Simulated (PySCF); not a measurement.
**C3H9FP2Si: density, localisation and related maps**

```csv
atom,x (Å),y (Å),z (Å)
F,1.0881,1.8306,1.4171
C,0.9101,0.4695,1.2483
C,1.8421,-0.1144,0.1844
C,0.8454,-0.9127,-0.6679
Si,-0.6480,-0.0542,0.2012
P,-2.0976,-1.4024,1.3037
P,-1.5232,1.6232,-1.0414
H,1.0322,0.0277,2.2397
H,2.2795,0.7024,-0.3883
H,2.6490,-0.7171,0.5981
H,0.9098,-1.9811,-0.4742
H,0.9670,-0.7609,-1.7370
H,-3.2109,-0.8452,0.6987
H,-2.0149,-2.4037,0.3529
H,-0.5949,2.5553,-0.6109
H,-2.4413,1.9919,-0.0682
```

Geometry: GFN2-xTB.

All numbers below come from PySCF 2.14.0, wB97X-D/def2-SVPD, SCF density, gas phase.

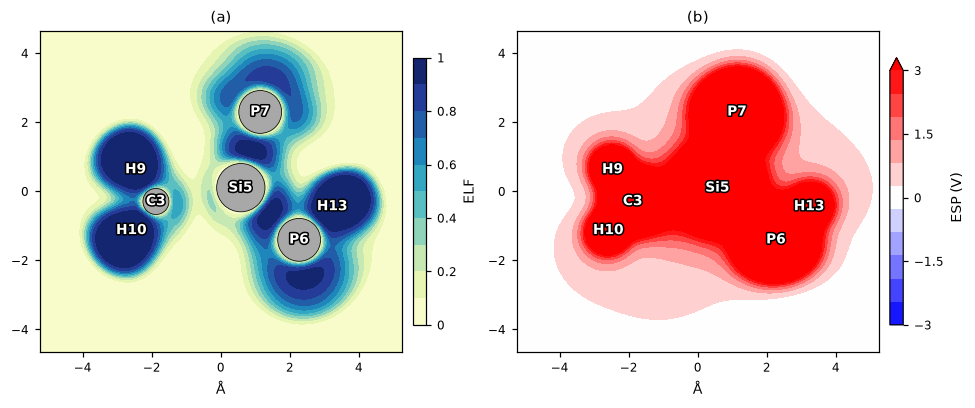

Figure 1. (a) ELF; (b) electrostatic potential on the plane of atoms P6, Si5 and P7. Grey discs cover the atomic cores in the ELF map.

### Describe what can be read from this map.

The section cuts through C, Si, P and H sites.
Si–P (2.26 Å): the ELF peaks at about 0.95 between the atoms; a covalent bond.
C–H (1.09 Å): the ELF climbs to about 1 towards the hydrogen, as it does in any bond to H: an ordinary covalent bond to hydrogen.
P–H (1.38 Å): the ELF climbs to about 1 towards the hydrogen.
The ELF also peaks beside P6 and P7, away from the bonds: lone-pair regions.
The potential has no marked negative region in this plane.

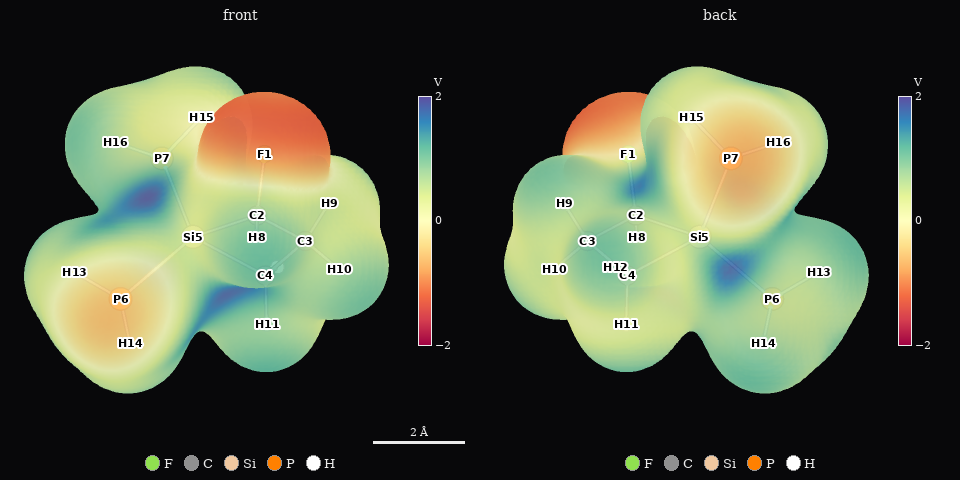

Figure 2. The electrostatic potential painted on the density surface at 0.004 e/bohr³, seen from the front and from behind; red is negative and blue positive.

### Where is the surface potential most negative and most positive?

The most negative region (about −1.3 V) lies over F1, the most positive (about +1.8 V) over Si5.
